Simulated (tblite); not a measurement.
# C6H7ClFSi: the cost of one run

The runs use tblite 0.8.0 and PySCF 2.14.0, with density-fitted response routines of our own; the level of theory stands in each step. All values are computed, except where a source is named. Atoms count from 0, in the outputs and in this text.

**1. Starting geometry**

16 atoms, charge 1, multiplicity 1; geometry from: force field or distance geometry start.

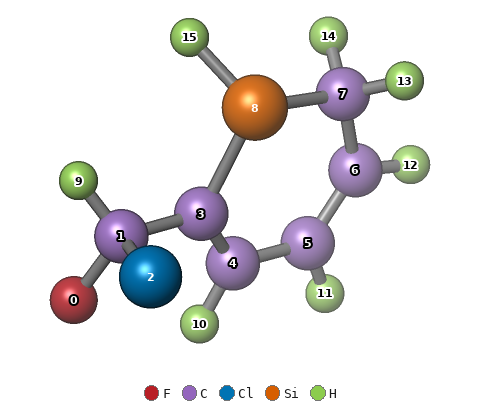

The starting geometry (fluorine red, carbon purple, chlorine blue, silicon orange, hydrogen green), atoms numbered.

**2. Geometry optimisation with GFN2-xTB**

Job settings and geometry (Å):

```
{"job": {"kind": "relax", "xc": "GFN2-xTB", "basis": "xTB"}, "charge": 1, "multiplicity": 1}
F      3.071600     0.986600    -0.410200
C      2.439000    -0.213800    -0.280700
Cl     3.234900    -1.079300     1.084400
C      0.973900    -0.034800    -0.020100
C      0.416200     1.130900     0.354400
C     -1.000000     1.377900     0.569800
C     -1.991800     0.502200     0.374500
C     -1.855100    -0.923200    -0.088800
Si    -0.093500    -1.547100    -0.306100
H      2.633500    -0.779100    -1.187000
H      1.056000     2.001400     0.490000
H     -1.245500     2.378800     0.919500
H     -3.015100     0.833400     0.588600
H     -2.364700    -1.579200     0.625400
H     -2.395700    -1.020500    -1.044200
H      0.128600    -2.025100    -1.680800
```

Command:

```sh
$ OMP_NUM_THREADS=1 python probes_run.py task.json out
```

One launch serves the whole session: the jobs run in the order shown.

**Question.** How long does this first job take on 1 thread of Arm Neoverse V1, shared host, and how much memory does it need?

About 1.8 s, with a peak of 0.18 GiB.
